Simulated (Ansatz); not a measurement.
**SiH₂S₂ (SMILES S=[SiH]S): functionals against CCSD(T) at one geometry**

A test off equilibrium: a structure displaced at random from a GFN2-xTB minimum is computed at several levels, and each is set against CCSD(T).

Program: Ansatz 0.2.0, Gaussian basis. Level of theory: single points in def2-TZVPP. These are calculated values, not measurements.

Cores are frozen in the correlated methods.

## (1) Starting geometry

SMILES `S=[SiH]S`, 5 atoms, charge 0, spin multiplicity 1.

Atoms are counted from 1 here; the program's logs count them from 0.

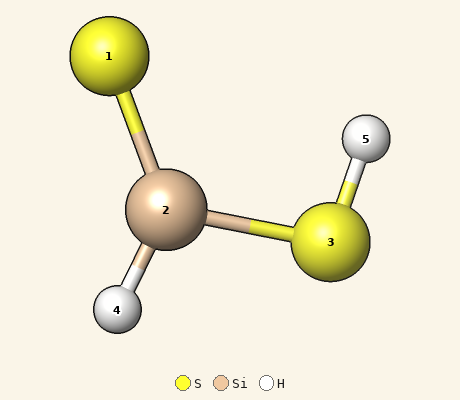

Start geometry, drawn with sulfur yellow, silicon light orange, hydrogen white; atoms are numbered from 1 in the order of the file.

Geometry (Å):

```mol
H2S2Si
  3D, bonds by distance, orders not assigned

  5  4  0  0  0  0  0  0  0  0999 V2000
   -1.8580    0.6552    0.8341 S   0  0
   -0.5129   -0.4118   -0.2125 Si  0  0
    1.5059    0.0507   -0.1582 S   0  0
   -0.6183   -1.3696   -1.1800 H   0  0
    1.4423    1.1215    0.6595 H   0  0
  1  2  8  0
  2  3  8  0
  2  4  8  0
  3  5  8  0
M  END
```

## (2) CCSD(T)/def2-TZVPP

File run/in.yaml:

```yaml
crystal:
  periodic: [false, false, false]
  atoms:
    - {symbol: S, position_ang: [-1.858000, 0.655200, 0.834100]}
    - {symbol: Si, position_ang: [-0.512900, -0.411800, -0.212500]}
    - {symbol: S, position_ang: [1.505900, 0.050700, -0.158200]}
    - {symbol: H, position_ang: [-0.618300, -1.369600, -1.180000]}
    - {symbol: H, position_ang: [1.442300, 1.121500, 0.659500]}
basis:
  gaussian: {orbitals: def2-TZVPP}
correlation: {method: ccsd_t}
output: {forces: true}
```

The command line of these runs was not kept.

## (3) PBE0-D4/def2-TZVPP

run/in.yaml, as its differences from that of step 2:

```diff
@@ -10,3 +10,3 @@
   gaussian: {orbitals: def2-TZVPP}
-correlation: {method: ccsd_t}
-output: {forces: true}
+hamiltonian: {xc: pbe0, dispersion: d4}
+output: {forces: true, orbitals: {seedname: orbitals}}
```

## (4) wB97M-V/def2-TZVPP

run/in.yaml, as its differences from that of step 3:

```diff
@@ -10,3 +10,3 @@
   gaussian: {orbitals: def2-TZVPP}
-hamiltonian: {xc: pbe0, dispersion: d4}
-output: {forces: true, orbitals: {seedname: orbitals}}
+hamiltonian: {xc: {name: wB97M-V}}
+output: {forces: true}
```

## (5) r2SCAN-D4/def2-TZVPP

run/in.yaml, as its differences from that of step 4:

```diff
@@ -10,3 +10,3 @@
   gaussian: {orbitals: def2-TZVPP}
-hamiltonian: {xc: {name: wB97M-V}}
+hamiltonian: {xc: r2scan, dispersion: d4}
 output: {forces: true}
```

## (6) PBE-D4/def2-TZVPP

run/in.yaml, as its differences from that of step 5:

```diff
@@ -10,3 +10,3 @@
   gaussian: {orbitals: def2-TZVPP}
-hamiltonian: {xc: r2scan, dispersion: d4}
+hamiltonian: {xc: pbe, dispersion: d4}
 output: {forces: true}
```

## (7) revPBE-D4/def2-TZVPP

run/in.yaml, as its differences from that of step 6:

```diff
@@ -10,3 +10,3 @@
   gaussian: {orbitals: def2-TZVPP}
-hamiltonian: {xc: pbe, dispersion: d4}
+hamiltonian: {xc: {name: revPBE}, dispersion: d4}
 output: {forces: true}
```

## (8) r2SCAN0-D4/def2-TZVPP

run/in.yaml, as its differences from that of step 7:

```diff
@@ -10,3 +10,3 @@
   gaussian: {orbitals: def2-TZVPP}
-hamiltonian: {xc: {name: revPBE}, dispersion: d4}
+hamiltonian: {xc: {name: r2SCAN0}, dispersion: d4}
 output: {forces: true}
```

(Steps that only read results are left out.)

Before running it: what results should come out? Wanted: energy less free atoms, CCSD(T)/def2-TZVPP; RMS force component; RMS force error; HOMO and LUMO, PBE0-D4; T1 diagnostic.

The runs gave:

| quantity | value |
| --- | --- |
| energy less free atoms, CCSD(T)/def2-TZVPP | -335.7 kcal/mol |
| RMS force component | 1.396 to 1.490 eV/Å over the methods |
| RMS force error | PBE0-D4 0.120, wB97M-V 0.134, r2SCAN-D4 0.073, PBE-D4 0.165, revPBE-D4 0.180, r2SCAN0-D4 0.169 eV/Å |
| HOMO and LUMO, PBE0-D4 | -7.07 and -2.32 eV |
| T1 diagnostic | 0.017 |

In words: Against CCSD(T) the functionals' energies less atoms differ by -20.6 to -10.1 kcal/mol, PBE-D4 by -20.6 kcal/mol. The reference is not at the basis limit: in triple zeta CCSD(T) underbinds, which counts against methods that bind more; the gaps are no ranking. The forces of r2SCAN-D4 come nearest to CCSD(T), those of revPBE-D4 are farthest. Frozen-core CCSD(T) forces in triple zeta carry basis errors of their own, and this is one geometry, so small gaps rank nothing.
